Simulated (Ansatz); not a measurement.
Breaking the O3–H4 bond in H2OPb (SMILES [OH][PbH]) (multiplicity 1 held, fragments rigid). Energies count from the point at 0.964 Å.
Geometry at that point (charge 0, multiplicity 1):
```xyz
4

Pb    -0.12012    -0.10155     0.14051
H     -1.48640     0.02135    -1.14319
O      1.29889     0.89352    -1.05799
H      0.94497     1.15771    -1.91447
```

Unrestricted levels (U-) break spin symmetry where that is lower. Active spaces are followed from a long bond inwards. Curves can end on different states.

Frozen-core correlation. Filled d and f shells under p-block atoms count as core.

Programs: Ansatz (Gaussian orbitals). Each number belongs to the level named beside it. In def2 rows elements past Kr take small-core potentials, without spin–orbit coupling.

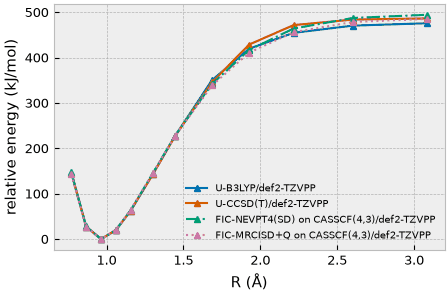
Figure: Relative energy along the coordinate

Doubts at one or more of the structures used: a spin-contaminated determinant (U-B3LYP/def2-TZVPP, U-CCSD(T)/def2-TZVPP); T1 above 0.05 (U-CCSD(T)/def2-TZVPP); active orbitals that take no part (FIC-NEVPT4(SD) on CASSCF(4,3)/def2-TZVPP, FIC-MRCISD+Q on CASSCF(4,3)/def2-TZVPP).

Ansatz is an electronic-structure program.
